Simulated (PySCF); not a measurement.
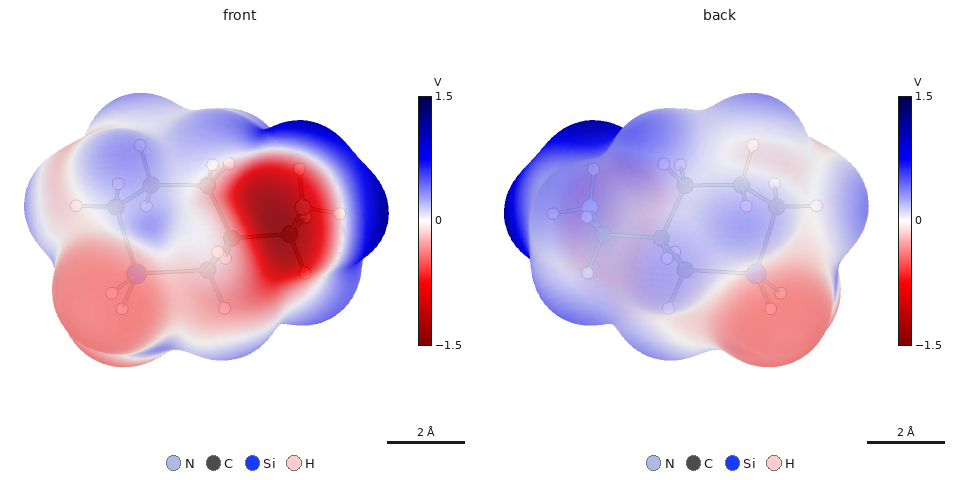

Figure. C₆H₁₅NSi. The molecular electrostatic potential painted on the density surface at 0.001 e/bohr³, seen from the front and from behind; red is negative and blue positive.

Geometry: PBE0-D3(BJ)/def2-SVP.

Level of theory: PBE0/pcSseg-1, SCF density, gas phase, non-relativistic in PySCF 2.14.0.

```yaml
atoms:
  - { symbol: N, position_ang: [-2.7186, 0.4539, 0.4159] }
  - { symbol: C, position_ang: [-2.1235, -0.3354, -0.6461] }
  - { symbol: C, position_ang: [-0.5918, -0.3083, -0.5956] }
  - { symbol: C, position_ang: [-0.0799, -0.9321, 0.7092] }
  - { symbol: C, position_ang: [1.4322, -1.1427, 0.7904] }
  - { symbol: C, position_ang: [2.2403, 0.1596, 0.8114] }
  - { symbol: Si, position_ang: [1.8132, 1.2003, -0.7019] }
  - { symbol: C, position_ang: [-0.0625, 1.1149, -0.8242] }
  - { symbol: H, position_ang: [-2.7025, -0.0541, 1.2970] }
  - { symbol: H, position_ang: [-3.6955, 0.6505, 0.2165] }
  - { symbol: H, position_ang: [-2.4553, -1.3966, -0.6568] }
  - { symbol: H, position_ang: [-2.4410, 0.0954, -1.6102] }
  - { symbol: H, position_ang: [-0.2427, -0.9533, -1.4250] }
  - { symbol: H, position_ang: [-0.5788, -1.9075, 0.8462] }
  - { symbol: H, position_ang: [-0.3983, -0.2964, 1.5561] }
  - { symbol: H, position_ang: [1.7517, -1.7640, -0.0667] }
  - { symbol: H, position_ang: [1.6607, -1.7380, 1.6910] }
  - { symbol: H, position_ang: [1.9882, 0.7413, 1.7162] }
  - { symbol: H, position_ang: [3.3215, -0.0470, 0.8647] }
  - { symbol: H, position_ang: [2.4402, 0.5876, -1.9206] }
  - { symbol: H, position_ang: [2.3118, 2.6081, -0.5874] }
  - { symbol: H, position_ang: [-0.4074, 1.4959, -1.8004] }
  - { symbol: H, position_ang: [-0.5122, 1.7755, -0.0624] }
```

**Where is the surface potential most negative and most positive?**

The most negative region (about −1.3 V) lies over N1, the most positive (about +1.1 V) over H9 and H10. N1 is the likeliest acceptor of a hydrogen bond.

**How polar is the molecule by this calculation?**

Its dipole moment is 2.09 D.
